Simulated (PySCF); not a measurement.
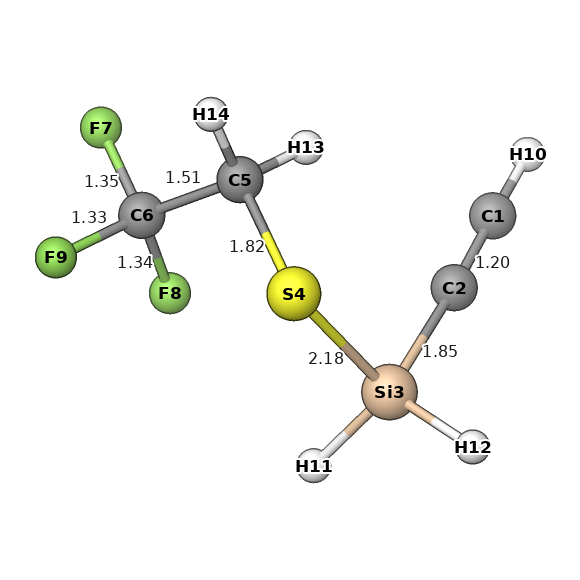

The numbers beside the sticks are distances in Å. Sticks don't show bond order. The computed structure is the end point of a GFN2-xTB optimisation. No frequency run is at hand to confirm it as a minimum.

**Assign a bond order to each marked bond.**

C1–C2 triple; C2–Si3 single; Si3–S4 single; S4–C5 single; C5–C6 single; C6–F7 single; C6–F8 single; C6–F9 single.

**Write the SMILES.**

C#C[SiH2]SCC(F)(F)F
